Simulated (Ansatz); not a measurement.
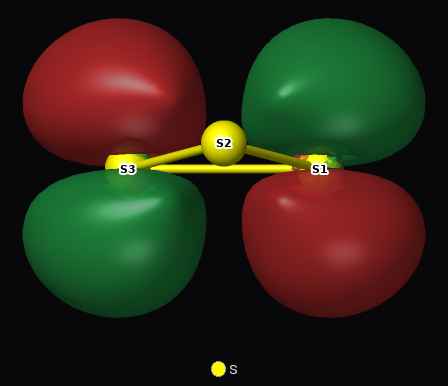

Figure. S$_{3}$ (charge +1, doublet). One frontier orbital at ±0.1 Å⁻³ᐟ² (green and red are the two phases), seen from one side.

Geometry: PBE-D4/def2-TZVP.

Method: UKS PBE0-D4/def2-TZVP (Ansatz 0.2.0).

### Which orbital is it: HOMO (β) or LUMO (β)?

The HOMO (β), at −13.24 eV. By Hirshfeld shares it lies mainly on S1 (about 45 %) and S3 (about 45 %); it changes sign across the molecular plane (π type); π-antibonding (a node) across S1–S3.
